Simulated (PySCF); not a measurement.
**Nd⁺: atomic calculation**

Nd⁺, configuration 1s2 2s2 2p6 3s2 3p6 3d10 4s2 4p6 4d10 4f4 5s2 5p6 6s1, multiplicity 6. Computed at this level: unrestricted PBE0, ANO-RCC-VTZP, spin-free X2C-1e, Gaussian nucleus (PySCF).

Results in brief:

| quantity | value |
| --- | --- |
| outcome | converged |
| total energy | −9622.3709 hartree |
| ⟨S²⟩ | 8.751 |
| ⟨L²⟩ | 34.01 |
| SCF iterations | 10 |
| hardware | 1 CPU thread, shared host |
| CPU time | 7.3 s (integrals apart) |

Notes:

⟨L²⟩ departs from that of the intended term, so the determinant mixes terms.

Input:
```python
from pyscf import gto, scf, dft, mp, cc
import basis_set_exchange as bse
mol = gto.M(atom="Nd 0 0 0", charge=1, spin=5, symmetry="D2h",
            basis=gto.basis.parse(bse.get_basis("ANO-RCC-VTZP", elements=["Nd"], fmt="nwchem")),
            nucmod="G")
mf = dft.UKS(mol, xc="PBE0").sfx2c1e()
mf.irrep_nelec = {'Ag': (10, 9), 'B1g': (2, 2), 'B2g': (2, 2), 'B3g': (2, 2), 'Au': (1, 0), 'B1u': (6, 4), 'B2u': (5, 4), 'B3u': (4, 4)}
mf.kernel()
```

The script is an equivalent of what the driver set up; the driver started from orbitals of its own, so the log can be shorter than this script's would be, and it computed the properties (radii, ⟨L²⟩, response) afterwards. It held the occupations shell by shell, which the script's counts by irreducible representation don't always enforce.

Output (extracts):
```
damping factor = 0
level_shift factor = 0
DIIS = <class 'pyscf.scf.diis.CDIIS'>
diis_start_cycle = 1
diis_space = 10
diis_damp = 0
SCF conv_tol = 1e-09
SCF conv_tol_grad = None
number electrons alpha = 32  beta = 27
XC functionals = PBE0
    C. Adamo and V. Barone.,  J. Chem. Phys. 110, 6158 (1999)
    M. Ernzerhof and G. E. Scuseria.,  J. Chem. Phys. 110, 5029 (1999)
cycle= 1 E= -9622.3700136475  delta_E= -0.012  |g|= 0.0726  |ddm|= 0.156
cycle= 2 E= -9622.36988682353  delta_E= 0.000127  |g|= 0.0731  |ddm|= 0.0434
cycle= 3 E= -9622.37085859771  delta_E= -0.000972  |g|= 0.00872  |ddm|= 0.0288
cycle= 4 E= -9622.37087360539  delta_E= -1.5e-05  |g|= 0.000355  |ddm|= 0.00373
cycle= 5 E= -9622.37087370893  delta_E= -1.04e-07  |g|= 6.89e-05  |ddm|= 0.000742
cycle= 6 E= -9622.37087373695  delta_E= -2.8e-08  |g|= 3.73e-05  |ddm|= 0.000586
cycle= 7 E= -9622.37087376107  delta_E= -2.41e-08  |g|= 2.87e-05  |ddm|= 0.000633
cycle= 8 E= -9622.37087379965  delta_E= -3.86e-08  |g|= 6.35e-06  |ddm|= 0.00198
cycle= 9 E= -9622.37087380072  delta_E= -1.07e-09  |g|= 4.68e-07  |ddm|= 0.000373
cycle= 10 E= -9622.37087380072  delta_E= 5.46e-12  |g|= 3.45e-08  |ddm|= 1.52e-05
converged SCF energy = -9622.37087380072  <S^2> = 8.7512626  2S+1 = 6.0004209
```

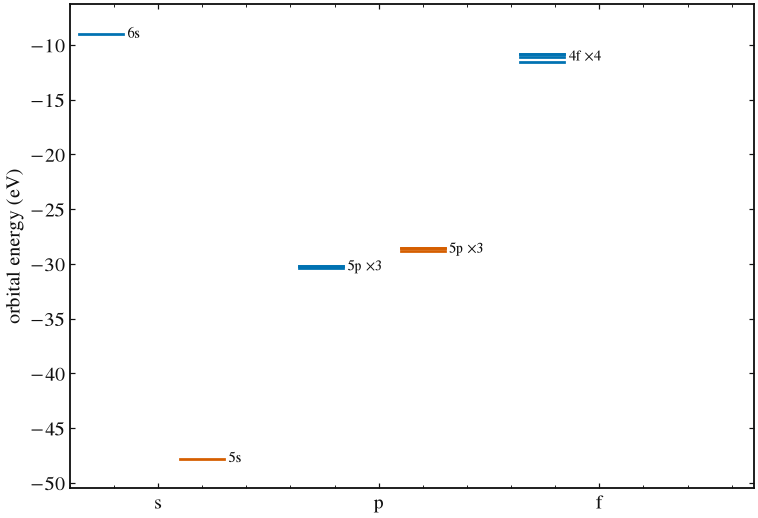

Orbital energies of the mean field, from the top down to −47.8 eV, by angular momentum, α spin at the left of each column and β at the right; ×n counts the orbitals under one label. The highest filled orbital is 6s α at −9.03 eV, the lowest empty one s β at −6.67 eV.
